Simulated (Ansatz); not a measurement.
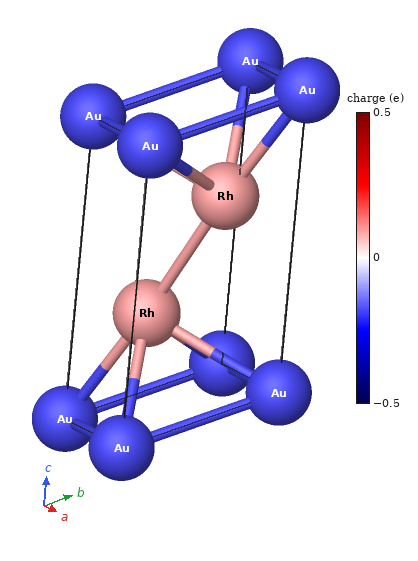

Drawn in the ball-and-stick manner and seen slightly off an axis. Atoms at the boundary of the simulation cell (the box) are drawn once for each face, edge or corner they touch. The atoms of this Rh2Au cell are coloured by their Bader charge.

Electronic-structure method: DFT, PAW plane waves, PBE in Ansatz 0.2.0. Parameters: 420 eV cutoff, Brillouin-zone sampling on a 12×12×12 mesh, Fermi-Dirac smearing of 0.1 eV, no spin polarisation.

What charges do the elements carry?

Most positive: Rh; most negative: Au. Charges: about Rh +0.1 e; Au -0.2 e. Little charge moves, as in a metallic or covalent solid.

The model is a generated cell, made by putting these elements into a known structure type (the compound may or may not exist in this form); its atoms and cell weren't optimised. A calculation with Ansatz used it as input.

At this level of theory the cell isn't at rest (stretched, at -6 GPa and forces up to 1.9 eV/Å), so its distances can differ from those at equilibrium, the more so the softer the solid.
